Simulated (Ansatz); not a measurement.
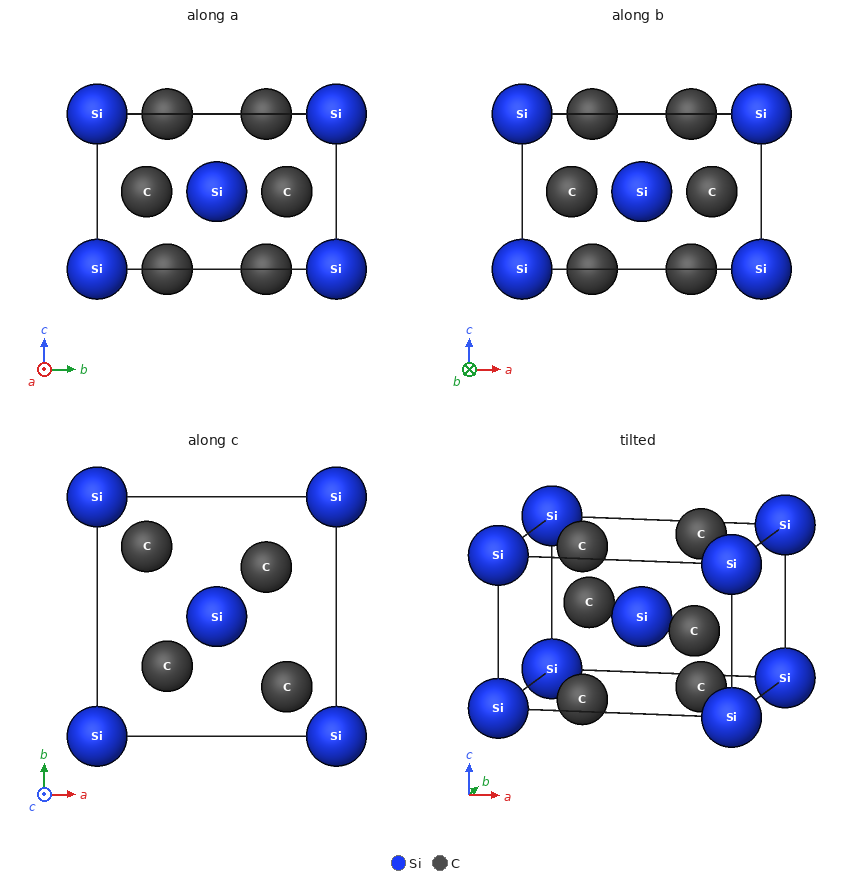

View along the a axis, along the b axis, along the c axis and slightly off an axis, drawn as a spheres-only model. The frame is the conventional unit cell; atoms at its boundary are shown with their periodic copies.

Lattice parameters: a = 4.545 Å, b = 4.545 Å, c = 2.947 Å, α = 90.00°, β = 90.00°, γ = 90.00°. Put a along x and b in the xy plane.

Question: Give the atomic positions as a POSCAR file, with free fractional coordinates to two decimals.

Answer:
```
Si C
1.0
     4.545    0.000    0.000
     0.000    4.545    0.000
     0.000    0.000    2.947
Si C
2 4
Direct
  0.00 0.00 0.00
  0.50 0.50 0.50
  0.29 0.29 0.00
  0.21 0.79 0.50
  0.71 0.71 0.00
  0.79 0.21 0.50
```

It derives from a structure type filled with these elements by a generator (whether the compound takes this form wasn't checked). Earlier steps of the study may have refined or changed the cell and positions. It was run through Ansatz as a DFT input.
